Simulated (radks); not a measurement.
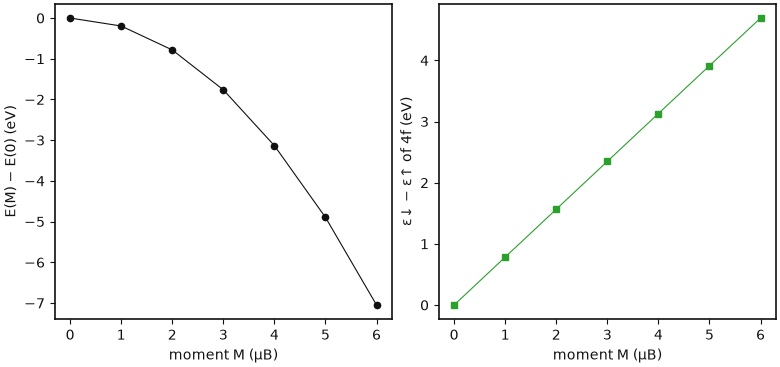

For Tb³⁺ in [Xe] 4f8, the spin moment of the 4f shell is fixed at a series of values. Method: scalar-relativistic Kohn-Sham, PBE, spin-polarised, spherical densities, point nucleus; computed with the in-house radial solver radks. The plot shows the energy and the exchange splitting.

Describe both curves.

The energy falls with the moment, to −7.05 eV at M = 6 μB, the largest moment run, in line with Hund's first rule (at fractional spins the functional's fractional-spin error adds to the fall). A fit E = −I M²/4 gives an exchange integral I of about 0.78 eV, and the exchange splitting grows nearly in proportion to M, to 4.69 eV (0.78 eV per μB).
